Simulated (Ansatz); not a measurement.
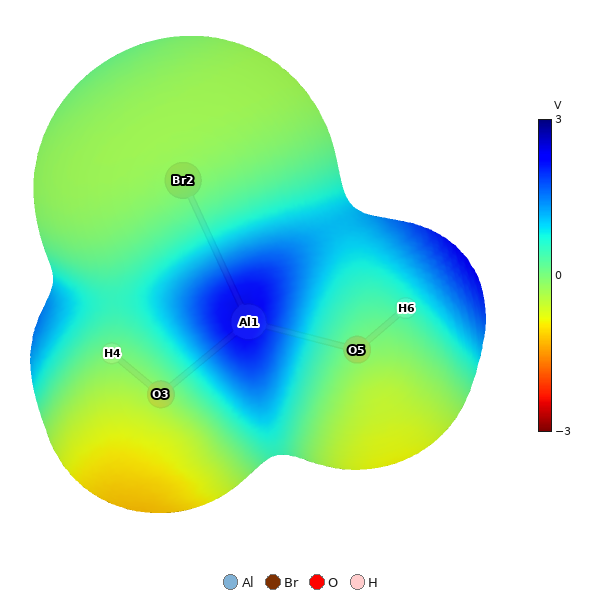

The picture shows: AlBrH2O2. The molecular electrostatic potential painted on the density surface at 0.001 e/bohr³, seen across its widest extent; red is negative and blue positive.

Not at a stationary point (largest force 1.1 eV/Å).

These are results of UKS PBE/def2-SVPD in Ansatz, not measurements.

| atom | x (Å) | y (Å) | z (Å) |
| --- | --- | --- | --- |
| Al | -0.0579 | 0.0382 | 0.0494 |
| Br | 1.9440 | -1.0766 | -0.5648 |
| O | -0.9664 | 0.1211 | -1.4069 |
| H | -0.3566 | -0.3226 | -2.0270 |
| O | -0.5440 | 0.6449 | 1.5690 |
| H | -0.0190 | 0.5951 | 2.3801 |

Which sites attract a positive test charge, and which a negative one?

A positive charge is drawn to the negative regions and a negative charge to the positive ones. The most negative region (about −1.2 V, or −28 kcal/mol for a unit charge) lies over O3, the most positive (about +2.4 V, or +55 kcal/mol for a unit charge) over Al1. O3 is the likeliest acceptor of a hydrogen bond.
